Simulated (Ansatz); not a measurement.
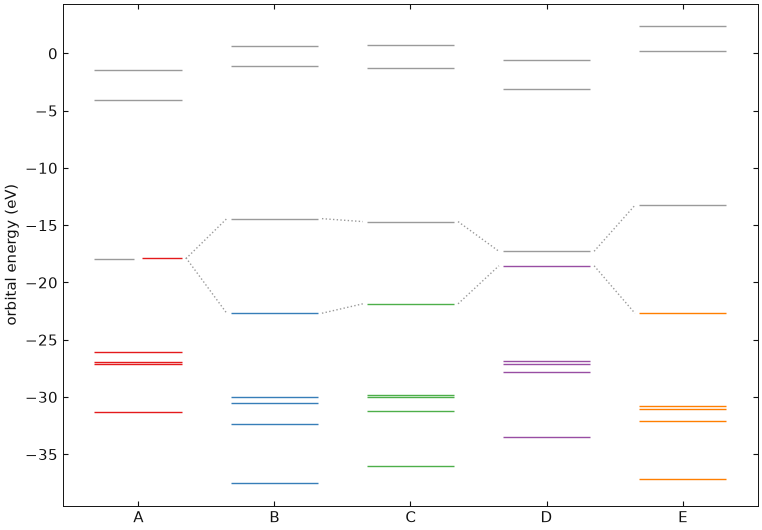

Frontier orbital energies (alpha spin) of O₂⁺, doublet at one geometry, def2-TZVPP, the Ansatz code, at a PBE0-D4/def2-TZVP geometry (a minimum by its frequencies). Empty levels are grey, levels within 0.1 eV stand side by side; all columns show the same few orbitals around the gap. Dotted lines join the HOMOs and the LUMOs. HOMO and LUMO mean the alpha set's.

The columns come from B97M-V, BHLYP, CAM-B3LYP, LDA (SPW92) and ωB97X-V. Which is which?

A: LDA (SPW92) (HOMO −17.84, LUMO −17.93, separation −0.08 eV)
B: BHLYP (HOMO −22.69, LUMO −14.43, separation 8.26 eV)
C: CAM-B3LYP (HOMO −21.87, LUMO −14.69, separation 7.18 eV)
D: B97M-V (HOMO −18.55, LUMO −17.28, separation 1.27 eV)
E: ωB97X-V (HOMO −22.70, LUMO −13.26, separation 9.44 eV)

Caveats, for all or some of the runs: empty levels above zero depend strongly on the basis.
